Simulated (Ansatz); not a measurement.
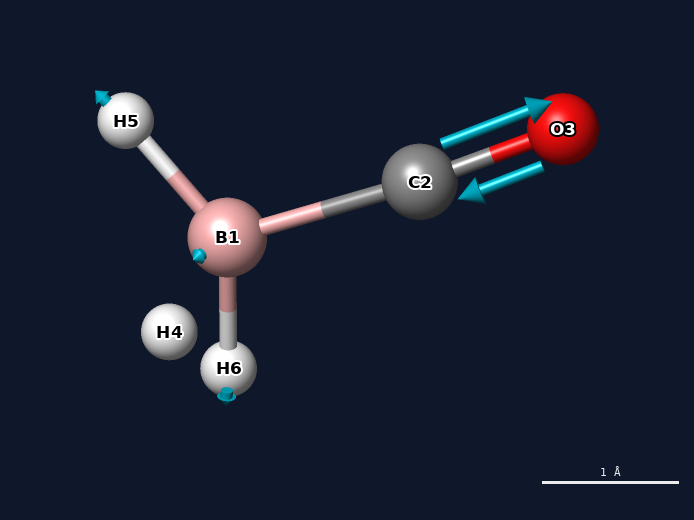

Arrows show the forces on the atoms, 0.1 Å of arrow for 1 eV/Å; forces under a tenth of the largest aren't drawn. State: charge +1, doublet. Level of theory: UHF/def2-SVP (Ansatz).

Question: On which atom is the force largest, and how large is it?

Answer: On C2: 8.80 eV/Å.

Question: Which bond do the forces act along most?

Answer: C2–O3, now 1.135 Å: the forces pull its atoms together, so a first step downhill shortens it.

List the force components in the frame of the picture (x right, y up, z towards the viewer), in eV/Å.

```csv
atom,Fx,Fy,Fz
B1,−0.70,−0.46,0.55
C2,8.18,3.16,0.64
O3,−6.30,−2.45,−0.45
H4,−0.19,−0.04,−0.12
H5,−0.92,0.90,0.06
H6,−0.08,−1.12,−0.68
```
